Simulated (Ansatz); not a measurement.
Consider IrCl$_{4}$.

```
Cl Ir
1.0
     8.17626    0.00000    0.00000
     0.00000    8.17626    0.00000
     0.00000    0.00000    7.30173
Cl Ir
16 4
Direct
  0.00000 0.30700 0.92000
  0.50000 0.80700 0.42000
  0.19300 0.00000 0.67000
  0.69300 0.50000 0.17000
  0.50000 0.19300 0.42000
  0.00000 0.69300 0.92000
  0.30700 0.50000 0.17000
  0.80700 0.00000 0.67000
  0.00000 0.19300 0.33000
  0.50000 0.69300 0.83000
  0.69300 0.00000 0.08000
  0.19300 0.50000 0.58000
  0.00000 0.80700 0.33000
  0.50000 0.30700 0.83000
  0.30700 0.00000 0.08000
  0.80700 0.50000 0.58000
  0.00000 0.00000 0.00000
  0.50000 0.50000 0.50000
  0.00000 0.50000 0.25000
  0.50000 0.00000 0.75000
```

Space group I4₁/amd; built by placing these elements on a known structure type; not relaxed (largest force 1.8 eV/Å); computed pressure about −12 GPa in this cell; computed without spin polarisation.

Computed with DFT, PAW plane waves, PBEsol (Ansatz).

What will maps of the electron localisation function show?

Ir–Cl (2.58 Å): the ELF peaks at about 0.80 in the valence shell of Cl, 0.8 Å from its nucleus, and is about 0.35 at the midpoint.
Ir–Cl (2.88 Å): the ELF peaks at about 0.85 in the valence shell of Cl, 0.8 Å from its nucleus, and drops to about 0.20 between the two atoms.

Which way does charge flow, and how much by Bader's partition?

Electrons move from Ir towards Cl. Bader charges: Cl −0.23 and Ir +0.93 e.

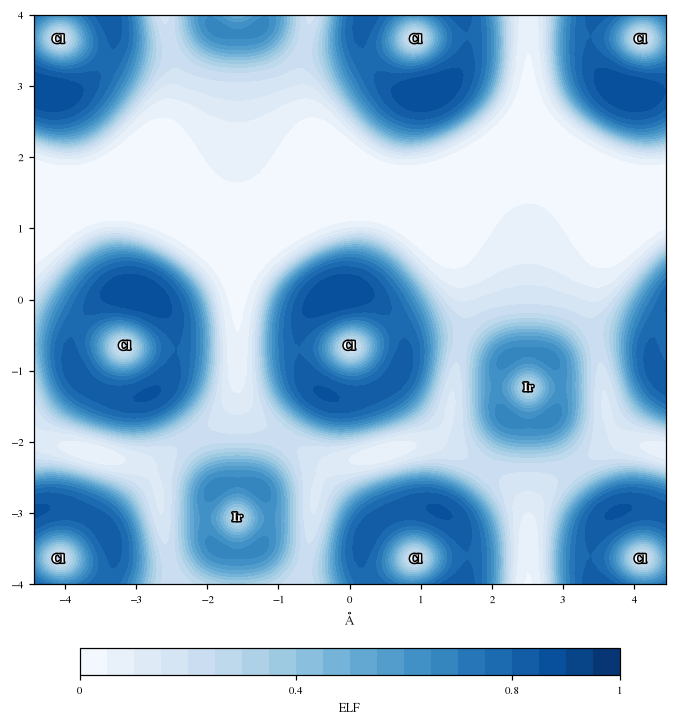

Computed electron localisation function on the (010) plane of the conventional cell. 
